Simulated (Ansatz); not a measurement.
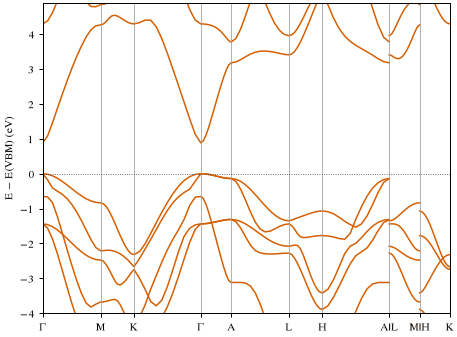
*Band structure from PBE (plane waves, PAW; program Ansatz)*

Question: Read off the gap and where the band edges lie.

Answer: About 0.9 eV (0.89 eV by a search for the band edges); maximum at Γ, minimum at Γ.

Question: Pick the material that matches.
(A) MgCdS2, P3m1 (Cd on 1b, S on 1b, Mg on 1c, S on 1c)
(B) LuAlN2, P3m1 (Lu on 1b, N on 1b, Al on 1c, N on 1c)
(C) AlGa3N4, P3m1 (Pearson symbol hP8)
(D) AlInN2, P3m1 (In on 1b, N on 1b, Al on 1c, N on 1c)

Answer: D, AlInN2, P3m1 (In on 1b, N on 1b, Al on 1c, N on 1c)

The start of the workflow was typed in or built on a structure type; neither database checked (COD, Materials Project) lists it. Whether it is the stable phase at ambient conditions was not checked. Symmetry was held in the PBE relaxation; its stability against distortions is not shown here. Scalar-relativistic: spin–orbit coupling is off unless named, which matters more the heavier the elements.

Potentials: the earlier of the program's two PAW sets.
